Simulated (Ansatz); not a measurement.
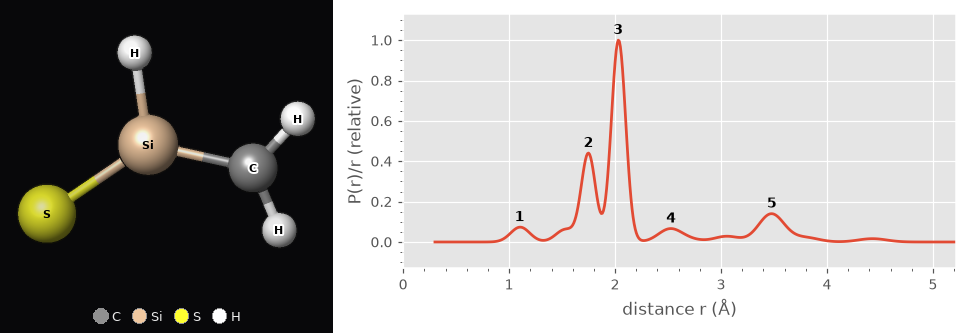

Simulated gas electron diffraction: radial distribution curve of CH₃SSi (charge -1, ignored in the scattering factors). Each pair of atoms contributes with weight ZᵢZⱼ/r; damping constant 0.001 Å²; vibrational amplitudes assumed, not computed: 0.05 Å for bonds, 0.078 Å for bonds to H, 0.06 + 0.015 r up to 0.15 Å for other pairs. The geometry is the end point of an optimisation (RKS PBE-D4/def2-SVP (Ansatz)); it may be a saddle point or a higher isomer.

Question: Assign the numbered peaks of the radial distribution curve (– bonded, ··· not bonded).

Answer: Peak 1, 1.10 Å: C–H 1.10–1.11 Å (×2)
Peak 2, 1.75 Å: Si–C 1.75 Å; in its flanks Si–H 1.53 Å
Peak 3, 2.03 Å: S–Si 2.03 Å
Peak 4, 2.53 Å: Si···H 2.50–2.53 Å (×2), C···H 2.68 Å, not resolved
Peak 5, 3.48 Å: S···C 3.47 Å; in its flanks S···H 3.80 Å
